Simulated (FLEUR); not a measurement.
# Collinear magnetic orders of Eu with FLEUR, part 2 of 2

A self-consistent run ends on one state, which hangs on the start. Several orders of Eu are started in FLEUR and their energies compared.

FLEUR MaX-R8.1; LDA (VWN) with U = 6 eV on Eu f; all-electron FLAPW, Dirac cores, scalar-relativistic bands.

So far, largest spin moment in the muffin-tin sphere (μB): step 2 (order 1, typed as ferro +) 7.01; step 3 (start 2: antiferro q=(1/2,1/2,1/2) +-) 6.98.

The database entry behind the starting cell differs from later determinations by our own check (about 0.5 % long), so it need not match the best structure at ambient conditions.

## Step 4: Order 3, typed as antiferro q=(0,0,1/2) +-

An opposed order shows whether neighbours prefer unlike signs.

This order needs a doubled cell of 2 atoms. The mesh is halved along the doubled vector, so that both cells sample the same points. The k list default-1 (kpts.xml, not shown) is a Γ-centred 8×8×4 mesh.

File inp.xml:

```
<?xml version="1.0" encoding="UTF-8" standalone="no"?>
<fleurInput fleurInputVersion="0.39">
   <comment>
      Eu
   </comment>
   <calculationSetup>
      <cutoffs Kmax="3.6" Gmax="10.8" GmaxXC="10.8" numbands="0"/>
      <scfLoop itmax="130" minDistance="0.0001" maxIterBroyd="15" imix="Anderson" alpha="0.05" precondParam="0.0" spinf="2.0" sdNocoIR="T"/>
      <coreElectrons ctail="T" frcor="F" kcrel="0" coretail_lmax="0"/>
      <xcFunctional name="vwn" relativisticCorrections="F"/>
      <magnetism jspins="2"/>
      <soc l_soc="F" theta="0.0" phi="0.0" spav="F"/>
      <expertModes spex="0" secvar="F"/>
      <geometryOptimization l_f="F" forcealpha="1.0" forcemix="BFGS" epsdisp="0.00001" epsforce="0.00001"/>
      <ldaU l_linMix="F" mixParam="0.05" spinf="1.0"/>
   </calculationSetup>
   <cell>
      <bzIntegration valenceElectrons="34.0" mode="hist" fermiSmearingEnergy="0.00110248">
         <kPointListSelection listName="default-1"/>
         <xi:include xmlns:xi="http://www.w3.org/2001/XInclude" href="kpts.xml"> </xi:include>
      </bzIntegration>
      <xi:include xmlns:xi="http://www.w3.org/2001/XInclude" href="sym.xml"> </xi:include>
      <bulkLattice scale="1.0">
         <bravaisMatrix>
            <row-1>   -4.3520392649537998     4.3520392649537998     4.3520392649537998</row-1>
            <row-2>    4.3520392649537998    -4.3520392649537998     4.3520392649537998</row-2>
            <row-3>    8.7040785299075996     8.7040785299075996    -8.7040785299075996</row-3>
         </bravaisMatrix>
      </bulkLattice>
   </cell>
   <atomSpecies>
      <species name="Europium (7.000" element="Eu" atomicNumber="63">
         <mtSphere radius="2.8" gridPoints="925" logIncrement="0.014"/>
         <atomicCutoffs lmax="10" lnonsphr="8"/>
         <electronConfig flipSpins="F">
            <coreConfig>(1s1/2) (2s1/2) (2p1/2) (2p3/2) (3s1/2) (3p1/2) (3p3/2) (4s1/2) (3d3/2) (3d5/2) (4p1/2) (4p3/2) (4d3/2) (4d5/2)</coreConfig>
            <valenceConfig>(5s1/2) (5p1/2) (5p3/2) (6s1/2) (4f5/2) (4f7/2)</valenceConfig>
            <stateOccupation state="(4f5/2)" spinUp="3.0" spinDown="0.0"/>
            <stateOccupation state="(4f7/2)" spinUp="4.0" spinDown="0.0"/>
         </electronConfig>
         <energyParameters s="6" p="6" d="5" f="4"/>
         <ldaU l="3" U="6.0" J="0.0" l_amf="F"/>
         <lo type="SCLO" l="0" n="5" eDeriv="0"/>
         <lo type="SCLO" l="1" n="5" eDeriv="0"/>
      </species>
      <species name="Europium (-7.000" element="Eu" atomicNumber="63">
         <mtSphere radius="2.8" gridPoints="925" logIncrement="0.014"/>
         <atomicCutoffs lmax="10" lnonsphr="8"/>
         <electronConfig flipSpins="F">
            <coreConfig>(1s1/2) (2s1/2) (2p1/2) (2p3/2) (3s1/2) (3p1/2) (3p3/2) (4s1/2) (3d3/2) (3d5/2) (4p1/2) (4p3/2) (4d3/2) (4d5/2)</coreConfig>
            <valenceConfig>(5s1/2) (5p1/2) (5p3/2) (6s1/2) (4f5/2) (4f7/2)</valenceConfig>
            <stateOccupation state="(4f5/2)" spinUp="0.0" spinDown="3.0"/>
            <stateOccupation state="(4f7/2)" spinUp="0.0" spinDown="4.0"/>
         </electronConfig>
         <energyParameters s="6" p="6" d="5" f="4"/>
         <ldaU l="3" U="6.0" J="0.0" l_amf="F"/>
         <lo type="SCLO" l="0" n="5" eDeriv="0"/>
         <lo type="SCLO" l="1" n="5" eDeriv="0"/>
      </species>
   </atomSpecies>
   <atomGroups>
      <atomGroup species="Europium (7.000">
         <relPos label="                   1">.0000000000 .0000000000 .0000000000</relPos>
         <force calculate="T" relaxXYZ="TTT"/>
      </atomGroup>
      <atomGroup species="Europium (-7.000">
         <relPos label="                   2">.0000000000 .0000000000 1.000/2.000</relPos>
         <force calculate="T" relaxXYZ="TTT"/>
      </atomGroup>
   </atomGroups>
   <output dos="F" band="F" slice="F">
      <bandDOS minEnergy="-.5*Htr" maxEnergy="0.5*Htr" sigma="0.015" storeEVData="T"/>
      <plotting iplot="0" polar="F">
         <plot TwoD="T" vec1="  1.0  0.0  0.0" vec2="  0.0  1.0  0.0" vec3="  0.0  0.0  1.0" zero="  0.0  0.0  0.0" file="plot"/>
      </plotting>
      <moessbauerParams electricFieldGradient="F" isomerShift="F" coreHyperfine="F" valenceHyperfine="F"/>
   </output>
</fleurInput>
```

File crystal.txt:

```
Eu
&input film=F cartesian=F /
-2.30300000000  2.30300000000  2.30300000000
2.30300000000  -2.30300000000  2.30300000000
4.60600000000  4.60600000000  -4.60600000000
1.8897261246
1.0 1.0 1.0

2
63 0.00000000000  0.00000000000  0.00000000000 : 7.000
63 0.00000000000  0.00000000000  0.50000000000 : -7.000

&kpt div1=8 div2=8 div3=4 gamma=T /
```

Command:

```sh
$ OMP_NUM_THREADS=1 inpgen -f crystal.txt > inpgen.log  # inp.xml is then edited as shown
$ OMP_NUM_THREADS=1 mpirun -n 4 fleur_MPI > fleur.log
```

Output:

```text
[banner, memory and clock lines left out]
Welcome to FLEUR        (www.flapw.de)
      MaX-Release 8.1          (www.max-centre.eu)

 ========== k-point set info ==========
 Selected k-point list: default-1
 k-point list type: mesh
 0 x 0 x 0
 Number of k points: 80

 [... set-up left out ...]
 Iteration:     1   Distance:       2.91211367 me/bohr^3
 Iteration:     2   Distance:       2.75464187 me/bohr^3
 Iteration:     3   Distance:       0.55670516 me/bohr^3
 Iteration:     4   Distance:       0.11729468 me/bohr^3
 Iteration:     5   Distance:       0.11104704 me/bohr^3
[...]
[... left out ...]
            <freeEnergy value="-21690.2086417566"/>
            <extrapolationTo0K value="-21690.2085434650"/>
         </totalEnergy>
         [... left out ...]
         <ldaUDensityMatrixConvergence>
            <distance spin="1" distance="0.000001"/>
            <distance spin="2" distance="0.000001"/>
         </ldaUDensityMatrixConvergence>
         <densityConvergence units="me/bohr^3">
            <chargeDensity spin="1" distance="0.0000188913"/>
            <chargeDensity spin="2" distance="0.0000188914"/>
            <overallChargeDensity distance="0.0000274356"/>
            <spinDensity distance="0.0000259772"/>
         </densityConvergence>
      </iteration>
```

Wall time 35 s (4 MPI ranks of Intel Xeon 6975P-C (Granite Rapids), shared host); peak memory 0.38 GiB; 2.3 min of CPU time.

Spin moment in the muffin-tin sphere by atom:

| atom | spin moment in the muffin-tin sphere (μB) |
| --- | --- |
| Eu1 | 7.01 |
| Eu2 | -7.01 |

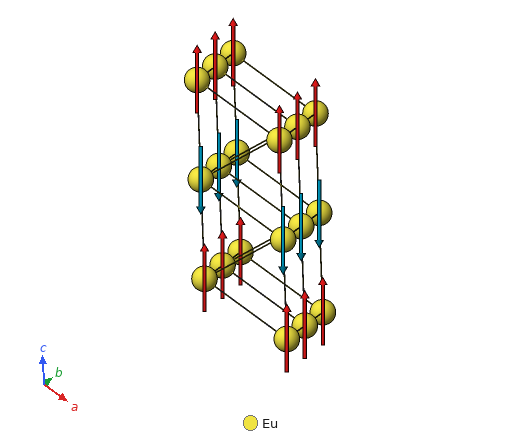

Spin moment in the muffin-tin sphere as arrows, the longest 7.01 μB. Up and down stand for the sign. Arrows give size and sign along the axis of quantisation, drawn up and down the page. The two directions have two colours. 1×2×1 cells are drawn. Some periodic images of atoms are drawn too.

Read from the output:

```yaml
free_energy: -590220.6451 eV
program_s_band_gap_on_this_mesh_in_a_metal_only_a_level_spacing: 0 eV
magnetization: 0 μB
final_state: antiferromagnetic
```

It lies 4.03 meV a seeded atom over the first start, and its largest moment is 7.01 μB against 7.01 μB.

## Step 5: The states side by side

Free energies are divided by the number of seeded atoms, so that cells of unlike size compare. Wavevectors q in the names are fractions of the primitive cell's reciprocal vectors.

Orders:

| start | final state | typed order kept | energy over the lowest (meV a seeded atom) | largest sphere moment (μB) | net moment (μB a primitive cell) | mesh matched | CPU time (s) |
| --- | --- | --- | --- | --- | --- | --- | --- |
| ferro + | ferromagnetic | yes | 0 | 7.012 | 7.25 | yes | 22.51 |
| antiferro q=(1/2,1/2,1/2) +- | antiferromagnetic | yes | 14.89 | 6.984 | 0 | yes | 71.69 |
| antiferro q=(0,0,1/2) +- | antiferromagnetic | yes | 4.03 | 7.009 | 0 | yes | 138.8 |

## Step 6: Spin–orbit coupling, moments along [001]

Spin–orbit coupling ties the spins to the lattice and lets orbital moments form.

A new self-consistent run of the start ferro +, with the moments along z. Here n_mmp_mat seeds f states of whole m by Hund's three rules. The k list default-1 (kpts.xml, not shown) is a Γ-centred 8×8×8 mesh.

File inp.xml:

```
<?xml version="1.0" encoding="UTF-8" standalone="no"?>
<fleurInput fleurInputVersion="0.39">
   <comment>
      Eu
   </comment>
   <calculationSetup>
      <cutoffs Kmax="3.6" Gmax="10.8" GmaxXC="10.8" numbands="37"/>
      <scfLoop itmax="130" minDistance="0.0001" maxIterBroyd="15" imix="Anderson" alpha="0.05" precondParam="0.0" spinf="2.0" sdNocoIR="T"/>
      <coreElectrons ctail="T" frcor="F" kcrel="0" coretail_lmax="0"/>
      <xcFunctional name="vwn" relativisticCorrections="F"/>
      <magnetism jspins="2"/>
      <soc l_soc="T" theta="0.0" phi="0.0" spav="F"/>
      <expertModes spex="0" secvar="F"/>
      <geometryOptimization l_f="F" forcealpha="1.0" forcemix="BFGS" epsdisp="0.00001" epsforce="0.00001"/>
      <ldaU l_linMix="F" mixParam="0.05" spinf="1.0"/>
   </calculationSetup>
   <cell>
      <bzIntegration valenceElectrons="17.0" mode="hist" fermiSmearingEnergy="0.00110248">
         <kPointListSelection listName="default-1"/>
         <xi:include xmlns:xi="http://www.w3.org/2001/XInclude" href="kpts.xml"> </xi:include>
      </bzIntegration>
      <xi:include xmlns:xi="http://www.w3.org/2001/XInclude" href="sym.xml"> </xi:include>
      <bulkLattice scale="1.0">
         <bravaisMatrix>
            <row-1>   -4.3520392649537998     4.3520392649537998     4.3520392649537998</row-1>
            <row-2>    4.3520392649537998    -4.3520392649537998     4.3520392649537998</row-2>
            <row-3>    4.3520392649537998     4.3520392649537998    -4.3520392649537998</row-3>
         </bravaisMatrix>
      </bulkLattice>
   </cell>
   <atomSpecies>
      <species name="Europium (7.000" element="Eu" atomicNumber="63">
         <mtSphere radius="2.8" gridPoints="925" logIncrement="0.014"/>
         <atomicCutoffs lmax="10" lnonsphr="8"/>
         <electronConfig flipSpins="F">
            <coreConfig>(1s1/2) (2s1/2) (2p1/2) (2p3/2) (3s1/2) (3p1/2) (3p3/2) (4s1/2) (3d3/2) (3d5/2) (4p1/2) (4p3/2) (4d3/2) (4d5/2)</coreConfig>
            <valenceConfig>(5s1/2) (5p1/2) (5p3/2) (6s1/2) (4f5/2) (4f7/2)</valenceConfig>
            <stateOccupation state="(4f5/2)" spinUp="3.0" spinDown="0.0"/>
            <stateOccupation state="(4f7/2)" spinUp="4.0" spinDown="0.0"/>
         </electronConfig>
         <energyParameters s="6" p="6" d="5" f="4"/>
         <ldaU l="3" U="6.0" J="0.0" l_amf="F"/>
         <lo type="SCLO" l="0" n="5" eDeriv="0"/>
         <lo type="SCLO" l="1" n="5" eDeriv="0"/>
      </species>
   </atomSpecies>
   <atomGroups>
      <atomGroup species="Europium (7.000">
         <relPos label="                   1">.0000000000 .0000000000 .0000000000</relPos>
         <force calculate="T" relaxXYZ="TTT"/>
      </atomGroup>
   </atomGroups>
   <output dos="F" band="F" slice="F">
      <bandDOS minEnergy="-.5*Htr" maxEnergy="0.5*Htr" sigma="0.015" storeEVData="T"/>
      <plotting iplot="0" polar="F">
         <plot TwoD="T" vec1="  1.0  0.0  0.0" vec2="  0.0  1.0  0.0" vec3="  0.0  0.0  1.0" zero="  0.0  0.0  0.0" file="plot"/>
      </plotting>
      <moessbauerParams electricFieldGradient="F" isomerShift="F" coreHyperfine="F" valenceHyperfine="F"/>
   </output>
</fleurInput>
```

File crystal.txt:

```
Eu
&input film=F cartesian=F /
-2.30300000000  2.30300000000  2.30300000000
2.30300000000  -2.30300000000  2.30300000000
2.30300000000  2.30300000000  -2.30300000000
1.8897261246
1.0 1.0 1.0

1
63 0.00000000000  0.00000000000  0.00000000000 : 7.000

&soc 0.0000000 0.0000000 /
&kpt div1=8 div2=8 div3=8 gamma=T /
```

Output:

```text
[banner, memory and clock lines left out]
Welcome to FLEUR        (www.flapw.de)
      MaX-Release 8.1          (www.max-centre.eu)

 ========== k-point set info ==========
 Selected k-point list: default-1
 k-point list type: mesh
 0 x 0 x 0
 Number of k points: 80

 [... set-up left out ...]
 Iteration:     1   Distance:       2.95274881 me/bohr^3
 Iteration:     2   Distance:       2.78871397 me/bohr^3
 Iteration:     3   Distance:       0.71414429 me/bohr^3
 Iteration:     4   Distance:       0.13310833 me/bohr^3
 Iteration:     5   Distance:       0.12549669 me/bohr^3
 Iteration:     6   Distance:       0.05647698 me/bohr^3
 Iteration:     7   Distance:       0.02885235 me/bohr^3
 Iteration:     8   Distance:       0.01116688 me/bohr^3
 Iteration:     9   Distance:       0.01005601 me/bohr^3
 Iteration:    10   Distance:       0.00196829 me/bohr^3
 Iteration:    11   Distance:       0.00042834 me/bohr^3
 Iteration:    12   Distance:       0.00033023 me/bohr^3
 Iteration:    13   Distance:       0.00002050 me/bohr^3

 ********************************************************************
 Run finished successfully
 Stop message:
   all done
 ********************************************************************

--- out.xml (last complete iteration) ---
<iteration numberForCurrentRun="   13" overallNumber="   13">
         [... left out ...]
         <bandgap value="0.0000000000" units="eV"/>
         <sumValenceSingleParticleEnergies value="-4.8193388860" units="Htr"/>
         <FermiEnergy value="0.1762264892" units="Htr"/>
         [... left out ...]
         <magneticMomentsInMTSpheres units="muBohr">
            <globalMagMoment atomType="1" vec="0.00000   0.00000   7.00768"/>
         </magneticMomentsInMTSpheres>
         <orbitalMomentsInMTSpheres units="muBohr">
            <globalMagMoment atomType="1" vec="0.00000   0.00000  -0.00969"/>
         </orbitalMomentsInMTSpheres>
         [... left out ...]
         <totalEnergy value="   -10845.1137884621" units="Htr">
            <sumOfEigenvalues value="    -6677.2358406430">
               <coreElectrons value="-6672.4165017569"/>
               <valenceElectrons value="-4.8193388860"/>
            </sumOfEigenvalues>
         [... left out ...]
            <freeEnergy value="-10845.1139352384"/>
            <extrapolationTo0K value="-10845.1138618503"/>
         </totalEnergy>
         [... left out ...]
         <ldaUDensityMatrixConvergence>
            <distance spin="1" distance="0.000000"/>
            <distance spin="2" distance="0.000000"/>
         </ldaUDensityMatrixConvergence>
         <densityConvergence units="me/bohr^3">
            <chargeDensity spin="1" distance="0.0000119360"/>
            <chargeDensity spin="2" distance="0.0000116822"/>
            <overallChargeDensity distance="0.0000117236"/>
            <spinDensity distance="0.0000205046"/>
         </densityConvergence>
      </iteration>
```

Run time: 18 s. Hardware: 4 MPI ranks; peak memory 0.3 GiB.

Spin moment in the muffin-tin sphere by atom:

| atom | spin moment in the muffin-tin sphere (μB) |
| --- | --- |
| Eu1 | 7.01 |

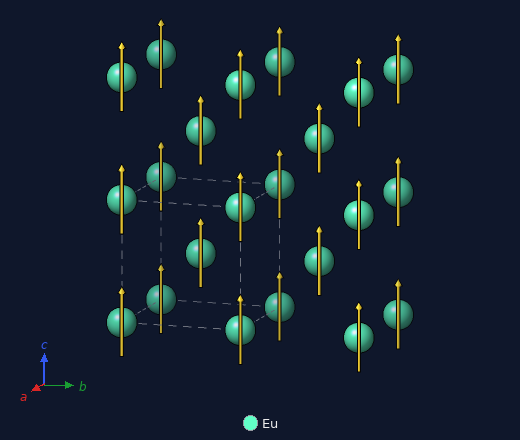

Spin moment in the muffin-tin sphere as arrows, the longest 7.01 μB. Up and down stand for the sign. Arrows give size and sign along the axis of quantisation, drawn up and down the page. 1×2×2 conventional cells are drawn. Some periodic images of atoms are drawn too.

Numbers from this step:

| Quantity | Value |
| --- | --- |
| free energy | -295110.5842 eV |
| program's band gap on this mesh (in a metal only a level spacing) | 0 eV |
| magnetization | 7.251 μB |
| final state | ferromagnetic |
| orbital moment along the spin | -0.00969 μB |

Orbital moment in the sphere, along the spin axis by atom:

| atom | orbital moment in the sphere, along the spin axis (μB) |
| --- | --- |
| Eu1 | -0.0097 |

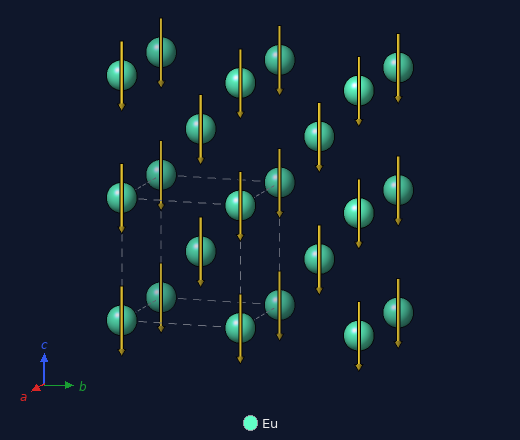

Orbital moment in the sphere, along the spin axis as arrows, the longest 0.00969 μB. Up and down stand for the sign. Arrows give size and sign along the axis of quantisation, drawn up and down the page. 1×2×2 conventional cells are drawn. Some periodic images of atoms are drawn too.

## Step 7: Outcome

```yaml
lowest_state_found: ferromagnetic (typed ferro +)
largest_site_spin_moment: 7.01 μB
next_finished_state: antiferromagnetic, 4.03 meV a seeded atom higher
orbital_moment_on_the_atom_of_largest_spin_along_its_spin_spin_orbit_run: -0.00969 μB
spin_plus_orbital_moment: Eu 7.00 μB
```

The lowest state found is ferromagnetic, reached from the start ferro +, with moments up to 7.01 μB. The next finished state costs 4.0 meV a seeded atom. The shell is near half filling, where Hund's rules give no orbital moment. Only 3 starts were tried; other patterns of signs, canted and longer-period orders were not. The f shell is half filled, so the spin-only picture is fair.

[Logs and program files are shortened in this print: banners, set-up blocks, solver, clock and traceback lines can be left out without a mark of their own.]

[Logs are printed without paths, hosts, clocks, repeated set-up lines and the standing remarks that a program may print on its own settings, such as how far it seeks lower states.]

[Hosts, paths, dates, database ids (printed as entryN), source tags and the programs' standing remarks are cut or masked in the printed files.]

[Where a cell is said to come from a database of computed structures, the database is the Materials Project.]
